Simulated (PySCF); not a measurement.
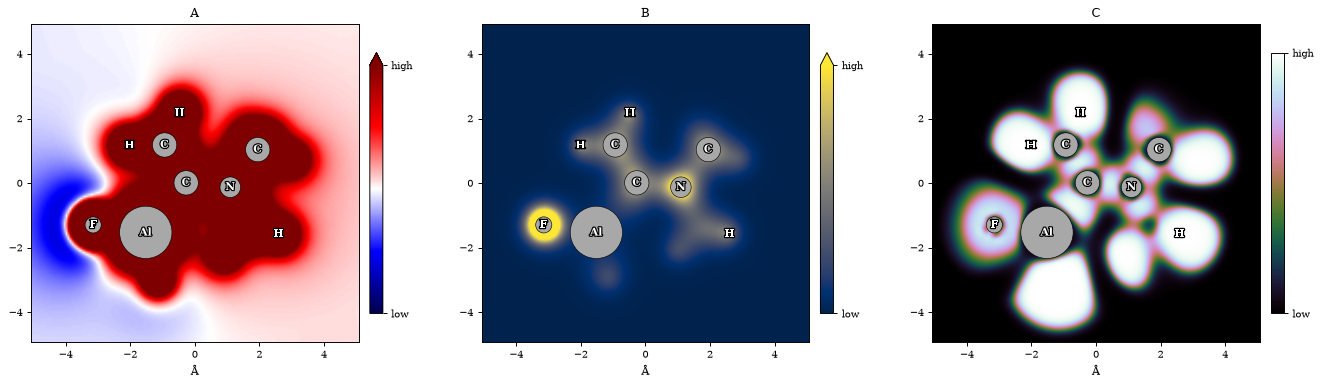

C4H9AlFN: 3 fields on the plane of atoms C2, C1 and H9, with unlabelled colour scales. Grey discs cover the atomic cores.

Geometry: GFN2-xTB.

Method: PBE0/pcSseg-1, SCF density, gas phase, non-relativistic in PySCF 2.14.0.

The panels show electron density, electron localisation function and electrostatic potential in some order. Assign them.

Answer. Panel A: electrostatic potential (strongly positive close to the atoms, with negative regions outside electron-rich atoms). Panel B: electron density. Panel C: electron localisation function. From the grid: C–C (1.35 Å): ρ is about 2.2 e/Å³ halfway; the ELF peaks at about 0.95 between the atoms, as expected for a covalent bond. C–N (1.38 Å): ρ at the midpoint is about 2.2 e/Å³; the ELF peaks at about 0.90 between the atoms, as expected for a covalent bond.
